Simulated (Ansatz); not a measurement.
**A ladder of methods for SiNH4 (SMILES N[SiH2])**

The species is SiNH4 (6 atoms), meant as a doublet with charge 0. As SMILES, `N[SiH2]`. The coordinates come from a PBE0-D4/def2-TZVP relaxation. This is one conformer, not always the lowest.

```
atom    x (Å)    y (Å)    z (Å)
   N  -0.0623  -0.8635   0.0209
  Si   0.3074   0.8153   0.1616
   H   0.5650  -1.4759  -0.4764
   H  -0.5036  -1.3465   0.7876
   H   0.6574   1.3078  -1.2041
   H  -0.9216   1.4989   0.6643
```

Quantity: the energy change with the N1–Si2 bond stretched from 1.725 to 4.312 Å, in eV. The values are calculated.

| level | kind | program | value (eV) | less FCI/STO-3G | CPU time (all runs) |
| --- | --- | --- | --- | --- | --- |
| UHF/STO-3G | Hartree–Fock | Ansatz | 3.41 | -0.40 | 0.27 s |
| UBLYP/STO-3G | GGA | Ansatz | 4.63 | +0.82 | 3.8 s |
| U-r2SCAN/STO-3G | meta-GGA | Ansatz | 4.71 | +0.90 | 14 s |
| UB3LYP/STO-3G | global hybrid | Ansatz | 4.55 | +0.74 | 4.8 s |
| U-wB97M-V/STO-3G | range-separated hybrid | Ansatz | 4.61 | +0.80 | 38 s |
| UCAM-B3LYP/STO-3G | range-separated hybrid | Ansatz | 4.66 | +0.85 | 6 s |
| UB2PLYP/STO-3G | double hybrid | Ansatz | 4.32 | +0.51 | 5 s |
| UMP2/STO-3G | perturbation theory | Ansatz | 3.97 | +0.16 | 0.36 s |
| UCCSD/STO-3G | coupled cluster or CI | Ansatz | 3.78 | -0.03 | 0.52 s |
| FCI/STO-3G | exact in the basis | Ansatz | 3.81 | 0.00 | 12 s |

FCI/STO-3G is exact within its basis and frozen core, so for wave-function methods in that basis the difference is their error; functionals converge differently with the basis, so for them it is only a difference. The first shape isn't each level's own minimum. The values span 3.41 to 4.71 eV. Spin contamination of the reference (⟨S²⟩ at least 0.1 too high) touches UHF/STO-3G, U-r2SCAN/STO-3G, UCAM-B3LYP/STO-3G, UB2PLYP/STO-3G, UMP2/STO-3G, UCCSD/STO-3G. All rows use very small basis sets, so none should be taken for the real molecule's value. In so small a basis fixed costs decide the times, and correlated methods can beat functionals. CPU times are rough (shared hosts, several kinds of processor and program).

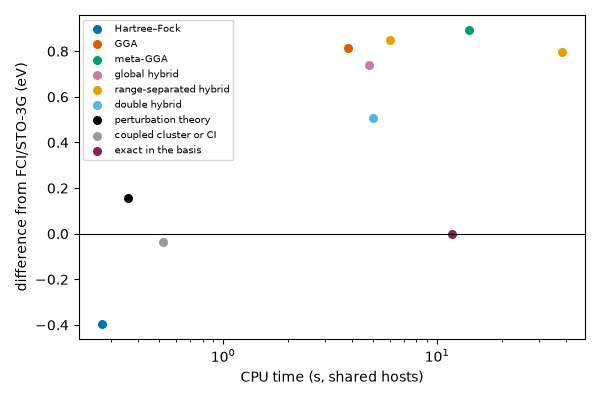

Difference from FCI/STO-3G against processor time, one point a level.
